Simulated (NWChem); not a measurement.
**C2H6F2Ge (SMILES [CH3][Ge]([CH3])([F])[F]): levels of theory compared**

Aim: a comparison of 4 runs (HF/STO-3G, HF/3-21G, B3LYP/6-31G*) of C2H6F2Ge. 

The results are computed with NWChem 7.3.0.

### 1 The molecule

The species is C2H6F2Ge (11 atoms), meant as a singlet with charge 0. As SMILES, `[CH3][Ge]([CH3])([F])[F]`. The shape is that of a PBE0-D4/def2-TZVP optimisation.

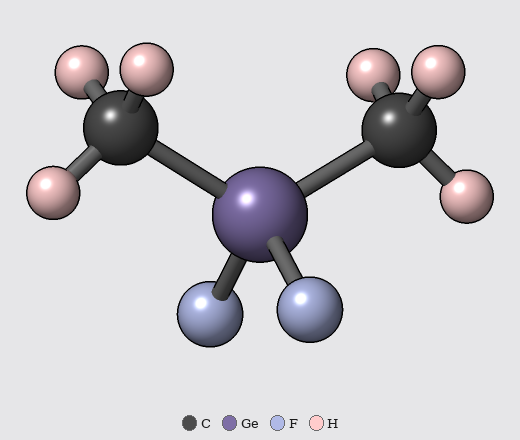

Viewed from a chosen angle; carbon dark grey, germanium purple, fluorine light blue, hydrogen pink.

### 2 Energy and gradient at HF/STO-3G (run 1)

The input, m1.xyz:

```xyz
11
C2H6F2Ge hf
C     -1.558300     0.465000     0.527900
Ge     0.155800     0.441400    -0.350300
C      1.388500    -1.016900    -0.097200
F     -0.124600     0.603500    -2.056400
F      0.983200     1.909000     0.070700
H     -2.088200     1.375000     0.246100
H     -1.427400     0.448700     1.610500
H     -2.148800    -0.400400     0.225200
H      1.660100    -1.102300     0.955500
H      2.287400    -0.826700    -0.683600
H      0.937600    -1.953200    -0.428000
```

The input, m1.nw:

```
start m1
title "C2H6F2Ge hf"
memory stack 880 mb heap 220 mb global 1100 mb
geometry units angstrom noautosym nocenter noautoz
load m1.xyz
end
basis spherical bse
* library STO-3G
end
scf
thresh 1e-08
maxiter 80
end
task scf gradient
```

The run is started by

```
nwchem m1.nw > m1.out
```

What it wrote:

```text
[...]
  functions       =    44
[...]
  wavefunction    = RHF
[...]
         Total SCF energy =  -2326.201783528366
      One-electron energy =  -4109.316094044746
      Two-electron energy =   1359.332886054173
 Nuclear repulsion energy =    423.781424462207
        Time for solution =      4.4s
[...]
                         RHF ENERGY GRADIENTS
    atom               coordinates                        gradient
                 x          y          z           x          y          z
   1 C      -2.944760   0.878723   0.997586   -0.016079   0.006230   0.004465
   2 Ge      0.294419   0.834125  -0.661971   -0.008863  -0.026317   0.020765
   3 C       2.623885  -1.921662  -0.183681    0.015165  -0.009337  -0.002096
   4 F      -0.235460   1.140450  -3.886033   -0.004886   0.002354  -0.028617
   5 F       1.857979   3.607487   0.133604    0.013899   0.024488   0.007450
   6 H      -3.946126   2.598373   0.465062   -0.000987   0.007622  -0.004153
   7 H      -2.697395   0.847920   3.043404    0.005934  -0.000203   0.007584
   8 H      -4.060643  -0.756646   0.425566   -0.000695  -0.007998  -0.005204
   9 H       3.137134  -2.083045   1.805633   -0.000914   0.003232   0.008960
  10 H       4.322559  -1.562236  -1.291817    0.004994   0.004554  -0.005409
  11 H       1.771807  -3.691013  -0.808803   -0.007568  -0.004623  -0.003743
[...]
```

Wall time 6.3 s (1 thread of INTEL XEON PLATINUM 8581C at 2.30GHz (Emerald Rapids), shared host); peak memory 0.1 GiB.

### 3 Energy and forces at HF/3-21G (run 2)

The input, work.nw:

```
START work
memory stack 880 mb heap 220 mb global 1100 mb

GEOMETRY noautosym nocenter noautoz
  C    -1.558300    0.465000    0.527900
  Ge    0.155800    0.441400   -0.350300
  C     1.388500   -1.016900   -0.097200
  F    -0.124600    0.603500   -2.056400
  F     0.983200    1.909000    0.070700
  H    -2.088200    1.375000    0.246100
  H    -1.427400    0.448700    1.610500
  H    -2.148800   -0.400400    0.225200
  H     1.660100   -1.102300    0.955500
  H     2.287400   -0.826700   -0.683600
  H     0.937600   -1.953200   -0.428000
END

BASIS spherical bse
  * library 3-21G
END

SCF
  thresh 1e-08
  maxiter 80
END

TASK scf gradient
```

The run is started by

```
nwchem work.nw > work.out
```

What it wrote:

```text
[...]
  functions       =    70
[...]
  wavefunction    = RHF
[...]
         Total SCF energy =  -2342.104144771444
      One-electron energy =  -4111.069161448177
      Two-electron energy =   1345.183592214527
 Nuclear repulsion energy =    423.781424462206
        Time for solution =      4.5s
[...]
                         RHF ENERGY GRADIENTS
    atom               coordinates                        gradient
                 x          y          z           x          y          z
   1 C      -2.944760   0.878723   0.997586   -0.001690   0.003386  -0.001260
   2 Ge      0.294419   0.834125  -0.661971   -0.010528  -0.031266   0.024669
   3 C       2.623885  -1.921662  -0.183681    0.003266   0.000994  -0.002259
   4 F      -0.235460   1.140450  -3.886033   -0.005680   0.000759  -0.028584
   5 F       1.857979   3.607487   0.133604    0.013963   0.023906   0.009133
   6 H      -3.946126   2.598373   0.465062   -0.000278   0.004975  -0.002901
   7 H      -2.697395   0.847920   3.043404    0.003634  -0.000286   0.004537
   8 H      -4.060643  -0.756646   0.425566   -0.000288  -0.004898  -0.003042
   9 H       3.137134  -2.083045   1.805633   -0.000726   0.001900   0.005403
  10 H       4.322559  -1.562236  -1.291817    0.002991   0.003286  -0.003584
  11 H       1.771807  -3.691013  -0.808803   -0.004664  -0.002756  -0.002111
[...]
```

Run time: 6.6 s. Hardware: 1 thread of INTEL XEON PLATINUM 8581C at 2.30GHz (Emerald Rapids), shared host; peak memory 0.1 GiB.

Run 3 isn't shown in full; the table further down has it.

### 4 Energy and gradient at B3LYP/6-31G(d) (spherical functions) (run 4)

The input, run.py:

```python
from ase import Atoms
from ase.calculators.nwchem import NWChem

molecule = Atoms(['C', 'Ge', 'C', 'F', 'F', 'H', 'H', 'H', 'H', 'H', 'H'], positions=[
    [-1.558300, 0.465000, 0.527900],
    [0.155800, 0.441400, -0.350300],
    [1.388500, -1.016900, -0.097200],
    [-0.124600, 0.603500, -2.056400],
    [0.983200, 1.909000, 0.070700],
    [-2.088200, 1.375000, 0.246100],
    [-1.427400, 0.448700, 1.610500],
    [-2.148800, -0.400400, 0.225200],
    [1.660100, -1.102300, 0.955500],
    [2.287400, -0.826700, -0.683600],
    [0.937600, -1.953200, -0.428000],
])

calc = NWChem(
    label='c2h6f2ge',
    theory='dft',
    memory='2200 mb',
    basis='6-31G*',
    basispar='spherical bse',
    dft={'xc': 'b3lyp', 'mult': '1', 'grid': 'fine', 'convergence': 'energy 1e-08', 'iterations': '100', 'mulliken': None},
)
molecule.calc = calc

forces = molecule.get_forces()
print(f"energy = {molecule.get_potential_energy():.6f} eV")
print("forces (eV/A):")
for s, f in zip(molecule.symbols, forces):
    print(f"{s:2s} {f[0]:10.5f} {f[1]:10.5f} {f[2]:10.5f}")
print("dipole (e A):", molecule.get_dipole_moment().round(4))
```

The run is started by

```
export ASE_NWCHEM_COMMAND="nwchem PREFIX.nwi > PREFIX.nwo"
python run.py
```

What it wrote:

```text
energy = -64119.858287 eV
forces (eV/A):
C    -0.21875   -0.01373    0.12547
Ge   -0.02016   -0.06453    0.05024
C     0.14198   -0.20024    0.04633
F    -0.06741    0.03636   -0.40341
F     0.19566    0.34638    0.10166
H    -0.05116    0.08310   -0.02443
H     0.00627   -0.00303    0.10907
H    -0.06520   -0.08747   -0.02592
H     0.03137   -0.01471    0.10670
H     0.08716    0.01538   -0.05497
H    -0.03970   -0.09755   -0.03080
dipole (e A): [-0.1775 -0.5288  0.417 ]
```

The calculator wrote c2h6f2ge.nwi:

```
title "c2h6f2ge"

permanent_dir c2h6f2ge

scratch_dir c2h6f2ge

start c2h6f2ge

geometry units angstrom nocenter noautosym noautoz
  C  -1.5583000000000000e+00 4.6500000000000002e-01 5.2790000000000004e-01
  Ge 1.5579999999999999e-01 4.4140000000000001e-01 -3.5030000000000000e-01
  C  1.3885000000000001e+00 -1.0168999999999999e+00 -9.7199999999999995e-02
  F  -1.2460000000000000e-01 6.0350000000000004e-01 -2.0564000000000000e+00
  F  9.8319999999999996e-01 1.9090000000000000e+00 7.0699999999999999e-02
  H  -2.0882000000000001e+00 1.3750000000000000e+00 2.4610000000000001e-01
  H  -1.4274000000000000e+00 4.4869999999999999e-01 1.6105000000000000e+00
  H  -2.1488000000000000e+00 -4.0039999999999998e-01 2.2520000000000001e-01
  H  1.6600999999999999e+00 -1.1023000000000001e+00 9.5550000000000002e-01
  H  2.2873999999999999e+00 -8.2669999999999999e-01 -6.8359999999999999e-01
  H  9.3759999999999999e-01 -1.9532000000000000e+00 -4.2799999999999999e-01
end

memory 2200 mb

basis spherical bse noprint
   * library 6-31G*
end

dft
  xc b3lyp
  mult 1
  grid fine
  convergence energy 1e-08
  iterations 100
  mulliken
end

task dft gradient
```

c2h6f2ge.nwo:

```text
Northwest Computational Chemistry Package (NWChem) 7.3.0
             --------------------------------------------------------

           Job information
           ---------------

    nwchem branch   = 7.3.0
    use scalapack   = T
    input           = c2h6f2ge.nwi
    prefix          = c2h6f2ge.
    data base       = c2h6f2ge/c2h6f2ge.db
    status          = startup
    nproc           =        1

           Memory information
           ------------------

    heap     =     72089598 doubles =      550.0 Mbytes
    stack    =     72089595 doubles =      550.0 Mbytes
    global   =    144179200 doubles =     1100.0 Mbytes (distinct from heap & stack)
    total    =    288358393 doubles =     2200.0 Mbytes
    verify   = yes
    hardfail = no

[... 113 lines left out ...]
  convergence criterion.
[... 41 lines left out ...]
          Spatial weights used:  Erf1
[... 74 lines left out ...]
         Total DFT energy =    -2356.361349228974
[... 3 lines left out ...]
 Nuclear repulsion energy =      423.781424462206
[... 771 lines left out ...]
          Convergence on gradient requested:  5.00D-04
[... 28 lines left out ...]
          total energy or number of iterations.
[... 26 lines left out ...]
                         DFT ENERGY GRADIENTS

    atom               coordinates                        gradient
                 x          y          z           x          y          z
   1 C      -2.944760   0.878723   0.997586    0.004254   0.000267  -0.002440
   2 Ge      0.294419   0.834125  -0.661971    0.000392   0.001255  -0.000977
   3 C       2.623885  -1.921662  -0.183681   -0.002761   0.003894  -0.000901
[... 7 lines of this table left out ...]
  11 H       1.771807  -3.691013  -0.808803    0.000772   0.001897   0.000599

                 ----------------------------------------
                 |  Time  |  1-e(secs)   |  2-e(secs)   |
                 ----------------------------------------
                 |  CPU   |       0.01   |       6.96   |
                 ----------------------------------------
                 |  WALL  |       0.01   |       6.96   |
                 ----------------------------------------

 Task  times  cpu:       38.1s     wall:       38.1s
 Total times  cpu:       38.1s     wall:       38.1s
```

It took 39 s on 1 thread of INTEL XEON PLATINUM 8581C at 2.30GHz (Emerald Rapids), shared host; peak memory 0.13 GiB.

### 5 All runs side by side

```
run                               level  Cartesian functions  iteration cap   energy (Eh)  dipole moment (D)  HOMO energy (eV)  LUMO energy (eV)  wall time
  1                           HF/STO-3G                   no             80  -2326.201784               1.99             -9.59             11.58      6.3 s
  2                            HF/3-21G                   no             80  -2342.104145               3.75            -12.20              5.31      6.6 s
  3  B3LYP/6-31G* (Cartesian functions)                  yes            100  -2356.371903                  –                 –                 –       39 s
  4  B3LYP/6-31G* (spherical functions)                   no            100  -2356.361349               3.35             -8.47              0.93       39 s
```

### 6 Results

```
                       quantity           value
            run 4: total energy  -2356.36135 Eh
           run 4: dipole moment          3.35 D
             run 4: HOMO energy        -8.47 eV
             run 4: LUMO energy         0.93 eV
           run 4: HOMO–LUMO gap         9.40 eV
run 4: largest force on an atom      0.411 eV/Å
```

Over runs 1, 2, 4 the dipole moment (its size) runs from 1.99 D (HF/STO-3G) to 3.75 D (HF/3-21G). Over runs 1, 2, 4 the HOMO–LUMO gap runs from 9.40 eV (B3LYP/6-31G*) to 21.17 eV (HF/STO-3G). The two ends differ in method and basis. In run 1 the basis is minimal, so the values are rough. All runs together took 92 s, the longest 39 s.
